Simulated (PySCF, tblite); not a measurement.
# CH10N2OSi2, a small molecule taken as a stand-in for a surface group (Si site with back bonds N[SiH3], C, N): NMR shifts, core binding energies and electronic excitations, part 2 of 2

tblite 0.8.0 and PySCF 2.14.0. Atoms count from 0, parts from 1. The steps go on from the part before.

### Step 5. X-ray photoelectron lines: SCAN, X2C

The job: settings as JSON, then the geometry in Å.

```
{"job": {"kind": "xps", "holes": 5}, "charge": 0, "multiplicity": 1}
Si    -0.655972     0.278908    -0.244638
N      0.651062    -0.585869    -0.971489
Si     2.278986    -0.608483    -0.362993
C     -1.727179    -0.724747     0.912699
N      0.082258     1.513913     0.702896
O     -1.560130     0.784732    -1.557627
H      0.480642    -1.029775    -1.868036
H      3.035101    -1.632609    -1.150212
H      2.323744    -0.985906     1.082700
H      3.007557     0.693371    -0.507726
H     -2.565880    -0.138305     1.322490
H     -1.135515    -1.106025     1.759262
H     -2.152629    -1.591259     0.383312
H     -0.273151     1.786119     1.610421
H      0.640424     2.246463     0.279750
H     -2.435445     1.124959    -1.353874
```

Level: delta-SCF UKS SCAN, pcX-2 on the ionised atom, pcseg-1 elsewhere, spin-free X2C.

The program printed:

```text
ground state, core basis on atom 0 (Si), 184 functions
  cycle   1  E = -808.95922288  |g| = 9.77e-01
  cycle   2  E = -808.64332393  |g| = 1.55e+00
  cycle   3  E = -809.14910083  |g| = 1.74e-01
  cycle   4  E = -809.15554353  |g| = 5.82e-02
  cycle   5  E = -809.15630424  |g| = 1.62e-02
  cycle   6  E = -809.15635808  |g| = 6.69e-03
  cycle   7  E = -809.15636804  |g| = 1.29e-03
  cycle   8  E = -809.15636947  |g| = 7.09e-04
  cycle   9  E = -809.15636857  |g| = 1.92e-04
  E(ground) = -809.19223175 Eh
hole in Si 2p of atom 0
  cycle   1  E = -804.88174812  |g| = 1.25e+00
  cycle   2  E = -804.65749774  |g| = 1.24e+00
  cycle   3  E = -805.14637309  |g| = 3.44e-01
  cycle   4  E = -805.20004700  |g| = 1.09e-01
  cycle   5  E = -805.20319585  |g| = 5.65e-02
  cycle   6  E = -805.20454399  |g| = 1.48e-02
  cycle   7  E = -805.20461435  |g| = 7.72e-03
  cycle   8  E = -805.20464005  |g| = 1.51e-03
  cycle   9  E = -805.20464200  |g| = 4.04e-04
  E(ion) = -805.25115702 Eh   <S^2> = 0.7518   hole on atom = 1.003   binding energy = 107.242 eV
  2p3/2 = 107.057 eV   2p1/2 = 107.683 eV
ground state, core basis on atom 1 (N), 173 functions
  cycle   1  E = -809.06002185  |g| = 7.70e-02
  cycle   2  E = -809.06001307  |g| = 2.95e-02
  cycle   3  E = -809.06001802  |g| = 3.03e-02
  cycle   4  E = -809.06019081  |g| = 6.00e-03
  cycle   5  E = -809.06020042  |g| = 7.35e-04
  cycle   6  E = -809.06019924  |g| = 3.47e-04
  E(ground) = -809.13579588 Eh
hole in N 1s of atom 1
  cycle   1  E = -793.50537546  |g| = 1.87e+00
  cycle   2  E = -792.83908970  |g| = 2.08e+00
  cycle   3  E = -794.16647308  |g| = 3.91e-01
  cycle   4  E = -794.20912564  |g| = 1.67e-01
  cycle   5  E = -794.22055999  |g| = 5.68e-02
  cycle   6  E = -794.22184409  |g| = 1.31e-02
  cycle   7  E = -794.22192252  |g| = 5.11e-03
  cycle   8  E = -794.22193844  |g| = 1.49e-03
  cycle   9  E = -794.22193906  |g| = 9.08e-04
  cycle  10  E = -794.22193990  |g| = 4.61e-04
  E(ion) = -794.29543872 Eh   <S^2> = 0.7649   hole on atom = 1.000   binding energy = 403.827 eV
ground state, core basis on atom 3 (C), 173 functions
  cycle   1  E = -809.04379558  |g| = 5.81e-02
  cycle   2  E = -809.04373620  |g| = 2.52e-02
  cycle   3  E = -809.04374537  |g| = 2.43e-02
  cycle   4  E = -809.04388215  |g| = 3.93e-03
  cycle   5  E = -809.04388584  |g| = 5.07e-04
  cycle   6  E = -809.04388601  |g| = 9.77e-05
  E(ground) = -809.12136365 Eh
hole in C 1s of atom 3
  cycle   1  E = -797.81908507  |g| = 1.50e+00
  cycle   2  E = -797.26588382  |g| = 1.73e+00
  cycle   3  E = -798.33338048  |g| = 3.52e-01
  cycle   4  E = -798.36147062  |g| = 2.32e-01
  cycle   5  E = -798.38273090  |g| = 4.60e-02
  cycle   6  E = -798.38328270  |g| = 2.27e-02
  cycle   7  E = -798.38349133  |g| = 7.57e-03
  cycle   8  E = -798.38351683  |g| = 2.30e-03
  cycle   9  E = -798.38351912  |g| = 1.10e-03
  cycle  10  E = -798.38351872  |g| = 6.78e-04
  cycle  11  E = -798.38351994  |g| = 1.60e-04
  E(ion) = -798.46021771 Eh   <S^2> = 0.7668   hole on atom = 1.000   binding energy = 290.105 eV
ground state, core basis on atom 4 (N), 173 functions
  cycle   1  E = -809.05803762  |g| = 7.33e-02
  cycle   2  E = -809.05796168  |g| = 2.61e-02
  cycle   3  E = -809.05787882  |g| = 3.27e-02
  cycle   4  E = -809.05811359  |g| = 2.89e-03
  cycle   5  E = -809.05811691  |g| = 5.31e-04
  cycle   6  E = -809.05811661  |g| = 1.79e-04
  E(ground) = -809.13395235 Eh
hole in N 1s of atom 4
  cycle   1  E = -793.49473510  |g| = 1.86e+00
  cycle   2  E = -792.90784458  |g| = 2.02e+00
  cycle   3  E = -794.13348526  |g| = 4.09e-01
  cycle   4  E = -794.16256820  |g| = 2.73e-01
  cycle   5  E = -794.19276648  |g| = 5.56e-02
  cycle   6  E = -794.19373548  |g| = 2.37e-02
  cycle   7  E = -794.19399724  |g| = 6.12e-03
  cycle   8  E = -794.19401142  |g| = 3.59e-03
  cycle   9  E = -794.19401830  |g| = 9.40e-04
  cycle  10  E = -794.19401826  |g| = 3.76e-04
  E(ion) = -794.26862997 Eh   <S^2> = 0.7640   hole on atom = 1.000   binding energy = 404.506 eV
ground state, core basis on atom 5 (O), 173 functions
  cycle   1  E = -809.07540982  |g| = 9.88e-02
  cycle   2  E = -809.07481554  |g| = 7.27e-02
  cycle   3  E = -809.07518531  |g| = 5.62e-02
  cycle   4  E = -809.07570814  |g| = 4.81e-03
  cycle   5  E = -809.07571508  |g| = 1.47e-03
  cycle   6  E = -809.07571508  |g| = 2.11e-04
  E(ground) = -809.15052651 Eh
hole in O 1s of atom 5
  cycle   1  E = -788.48491557  |g| = 2.22e+00
  cycle   2  E = -786.27566296  |g| = 2.57e+00
  cycle   3  E = -789.02816948  |g| = 7.28e-01
  cycle   4  E = -789.23688620  |g| = 3.63e-01
  cycle   5  E = -789.28755707  |g| = 1.63e-01
  cycle   6  E = -789.29931650  |g| = 3.35e-02
  cycle   7  E = -789.29979861  |g| = 1.50e-02
  cycle   8  E = -789.29989519  |g| = 5.03e-03
  cycle   9  E = -789.29990865  |g| = 1.73e-03
  cycle  10  E = -789.29990976  |g| = 6.73e-04
  cycle  11  E = -789.29990873  |g| = 1.43e-04
  E(ion) = -789.37570168 Eh   <S^2> = 0.7617   hole on atom = 1.000   binding energy = 538.100 eV
```

Wall time 43 s (1 thread of Intel Xeon Platinum 8488C, shared host); peak memory 0.69 GiB.

The holes in one table. −ε is the ground-state orbital energy:

```
       hole  stands for                  environment  ΔSCF (eV; 2p as the shell's mean)  −ε (eV)   ⟨S²⟩
Si2p on Si0         Si0  silicon bonded to C, 2 N, O                             107.27     96.4  0.752
  N1s on N1          N1   nitrogen bonded to 2 Si, H                             403.83    385.1  0.765
  C1s on C3          C3     carbon bonded to Si, 3 H                             290.10    273.1  0.767
  N1s on N4          N4   nitrogen bonded to Si, 2 H                             404.51    385.4  0.764
  O1s on O5          O5       oxygen bonded to Si, H                             538.10    516.3  0.762
```

With the spin-orbit splitting: Si0 2p3/2 107.06, 2p1/2 107.68 eV. The table gives each 2p level as the mean over the whole 2p shell (two parts 2p3/2, one part 2p1/2), which differs a little from the single hole in the log.

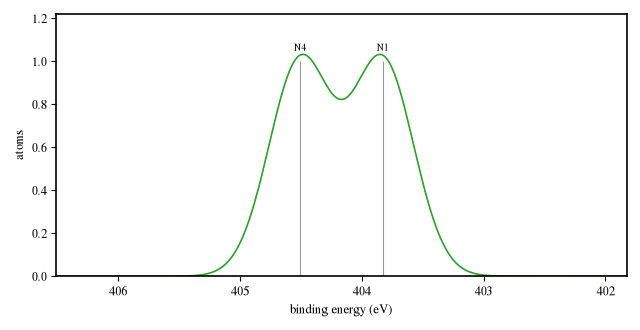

The N1s photoelectron lines, weighted by the number of atoms. Lines are broadened to a width of 0.60 eV (Gaussian).

### Step 6. TDDFT and polarisability: CAM-B3LYP/def2-SVPD

Same as in step 5 but for these lines:

```diff
@@ -1,2 +1,2 @@
-{"job": {"kind": "xps", "holes": 5}, "charge": 0, "multiplicity": 1}
+{"job": {"kind": "uv", "xc": "CAM-B3LYP", "basis": "def2-SVPD", "nstates": 6, "ntriplets": 2, "ip": true}, "charge": 0, "multiplicity": 1}
 Si    -0.655972     0.278908    -0.244638
```

Level: TDDFT CAM-B3LYP/def2-SVPD, vertical, gas phase, core orbitals frozen in the response.

The program printed:

```text
coarse grid: 13744 points
cycle   1  E = -807.3154812596  dE =  3.932e-01  |g| = 8.341e-01  |ddm| = 5.370e+00
cycle   2  E = -807.2567301469  dE =  5.875e-02  |g| = 1.023e+00  |ddm| = 2.302e+00
cycle   3  E = -807.4570077481  dE = -2.003e-01  |g| = 8.572e-02  |ddm| = 1.171e+00
cycle   4  E = -807.4582455544  dE = -1.238e-03  |g| = 4.086e-02  |ddm| = 1.592e-01
cycle   5  E = -807.4586033623  dE = -3.578e-04  |g| = 8.144e-03  |ddm| = 5.572e-02
cycle   6  E = -807.4586169679  dE = -1.361e-05  |g| = 2.738e-03  |ddm| = 1.368e-02
cycle   7  E = -807.4586188211  dE = -1.853e-06  |g| = 4.708e-04  |ddm| = 4.451e-03
final grid: 121976 points
cycle   8  E = -807.5667035514  dE = -2.080e-05  |g| = 3.200e-03  |ddm| = 5.463e-02
cycle   9  E = -807.5667034755  dE =  7.588e-08  |g| = 3.435e-03  |ddm| = 1.099e-02
cycle  10  E = -807.5667060478  dE = -2.572e-06  |g| = 2.734e-04  |ddm| = 3.755e-03
cycle  11  E = -807.5667060619  dE = -1.412e-08  |g| = 1.704e-04  |ddm| = 8.003e-04
cycle  12  E = -807.5667060687  dE = -6.789e-09  |g| = 2.850e-05  |ddm| = 2.852e-04
cycle  13  E = -807.5667060689  dE = -1.703e-10  |g| = 1.225e-05  |ddm| = 6.100e-05
converged SCF energy = -807.5667060689

Static polarisability (au): isotropic 83.211, principal 77.673 78.697 93.263

Singlet excitations
state   eV       nm        f      main configurations
  1   6.5380    189.6   0.01606   H->L 0.69, H->L+2 0.19
  2   6.7144    184.7   0.05340   H-1->L 0.80, H-1->L+3 0.12
  3   7.4968    165.4   0.00668   H->L+2 0.63, H->L 0.18, H-2->L 0.10
  4   7.5552    164.1   0.04647   H->L+1 0.77
  5   7.6814    161.4   0.02877   H-1->L+1 0.25, H-1->L+3 0.24, H-2->L 0.12
  6   7.8232    158.5   0.00324   H->L+5 0.45, H->L+6 0.24, H->L+4 0.12

Triplet excitations (Tamm-Dancoff, eV): 6.2634 6.3727
Vertical ionisation energy (delta-SCF) = 9.3912 eV
```

It took 2.2 min on 1 thread of Intel Xeon Platinum 8488C, shared host; peak memory 1.1 GiB.

The orbitals next to the gap, with their largest atomic shares:

```
orbital      eV                       atoms
 HOMO−3  -10.63  Si2 32 %, H7 27 %, H8 12 %
 HOMO−2  -10.23  O5 31 %, C3 24 %, Si0 12 %
 HOMO−1   -9.08   N4 66 %, O5 10 %, H13 7 %
   HOMO   -8.69   N1 54 %, Si2 13 %, H9 8 %
   LUMO    0.71  Si0 26 %, O5 15 %, H15 9 %
 LUMO+1    1.56   Si2 39 %, O5 14 %, H7 8 %
 LUMO+2    1.84  Si2 30 %, H9 12 %, H8 10 %
```

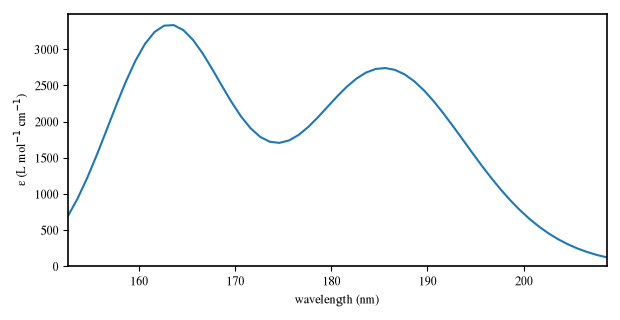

Absorption spectrum: each of the 6 states is a Gaussian band of 0.4 eV half-width at 1/e. Beyond the last state computed it falls off for lack of states.

Ground-state properties from the same run:

```csv
property,computed
dipole moment (D),2.20
polarisability (Å³),12.33
HOMO–LUMO gap (eV),9.40
−ε(HOMO) (eV),8.69
```

### Step 7. Outcome

This closing draws on all 2 parts.

| quantity | value |
| --- | --- |
| point group | C1 |
| rotational constants (main isotopes) | 3.37, 1.39, 1.34 GHz |
| 13C shifts against TMS (PBE0/pcSseg-1) | -1.9 ppm |
| 1H shifts against TMS (PBE0/pcSseg-1) | 4.68, 4.64, 4.55, 1.07, 0.85, 0.71, 0.27, 0.10, 0.01, -0.22 ppm |
| 29Si shifts against TMS (PBE0/pcSseg-1) | -20.4, -58.3 ppm |
| 15N shifts against NH3 (PBE0/pcSseg-1) | 35.9, 15.2 ppm |
| 17O shifts against H2O (PBE0/pcSseg-1) | 71.3 ppm |
| potential on the surface of density 0.002 e/bohr³, 1st and 99th percentile | -1.49 V and 1.91 V |
| N1s binding energies, SCAN/pcX-2 | N4 404.51, N1 403.83 eV |
| Si2p binding energies, SCAN/pcX-2 (standing for 1 of 2 atoms) | Si0 107.27 eV |
| C1s binding energies, SCAN/pcX-2 | C3 290.10 eV |
| O1s binding energies, SCAN/pcX-2 | O5 538.10 eV |
| lowest singlet (CAM-B3LYP/def2-SVPD) | 6.54 eV (190 nm), f = 0.016 |
| brightest single state of those computed | state 2, 6.71 eV, f = 0.053 |
| lowest triplet | 6.26 eV |
| vertical ionisation energy (ΔSCF) | 9.39 eV |

**Reading.** The start of the PBE0/def2-SVP relaxation was shaken at random by about 0.01 Å, so part of the energy gained, and of the first lengths quoted, undoes that. Relaxing lowered the energy by 0.219 eV in 33 steps; the close pair that moved most is Si2–H7, from 1.461 to 1.497 Å (PBE0/def2-SVP). No frequency check was run at this level, so the end point may be a saddle. Hydrogens of an XH3 group are listed apart at this fixed geometry; free rotation makes them one line at their mean. At PBE0/pcSseg-1: The largest span, 106 ppm, is at Si2, where the paramagnetic term is -469 ppm. At SCAN/pcX-2: The N1s levels kept as sound span 0.68 eV, from N1 (nitrogen bonded to 2 Si, H) up to N4 (nitrogen bonded to Si, 2 H). The lowest singlet, at 6.54 eV, is HOMO→LUMO 0.69, HOMO→LUMO+2 0.19 and is weak; of the 6 states computed, the strongest absorption comes from state 2 at 6.71 eV. The lowest triplet lies 0.27 eV below the lowest singlet (triplets in Tamm-Dancoff, singlets in full TDDFT). The orbital energy would give 8.69 eV for ionisation, ΔSCF gives 9.39 eV. A capped cluster stands for the solid here, so long-range fields and strain are missing, and bands or shifts of the capping hydrogens have no counterpart in it.
